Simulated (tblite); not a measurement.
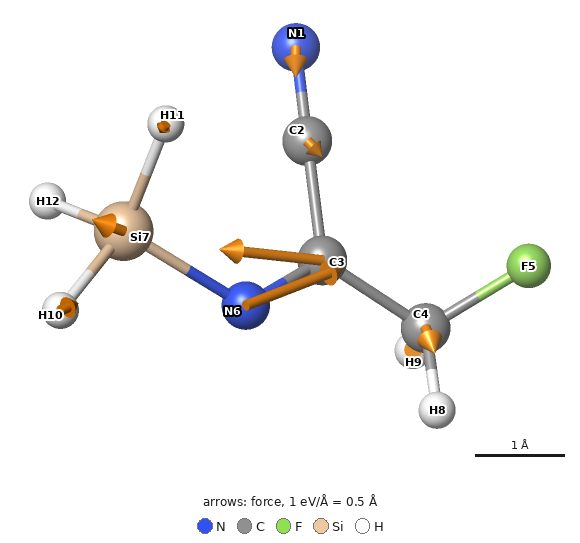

Starting geometry of C3H5FN2Si with the computed forces as orange arrows. A ball-and-stick model, seen at a tilt.

All numbers below come from GFN2-xTB geometry optimisation, gas phase in tblite. 

### Is this structure relaxed? If not, where do the atoms go?

It isn't relaxed: the largest force vector, on N6, is 3.07 eV/Å. The final displacements have little in common with the starting forces (cosine between the two patterns 0.08). Over 150 geometry steps the energy falls by 0.261 eV. N1 moves most after the best rigid fit: 1.36 Å. By element the largest moves are N 1.36 Å, F 1.16 Å, H 1.01 Å, C 0.78 Å, Si 0.27 Å. Among the contacts that change: C3–N6 1.306 → 1.255 Å, C2–C3 1.464 → 1.433 Å, Si7–H10 1.486 → 1.460 Å, C3–C4 1.489 → 1.511 Å. Among the angles between lasting bonds that change: C3–N6–Si7 124.4° → 135.2°, N6–Si7–H11 107.9° → 117.0°, N6–Si7–H10 108.4° → 101.1°. Groups turn about C3–C4 by about 75°, N6–Si7 by about 60°.
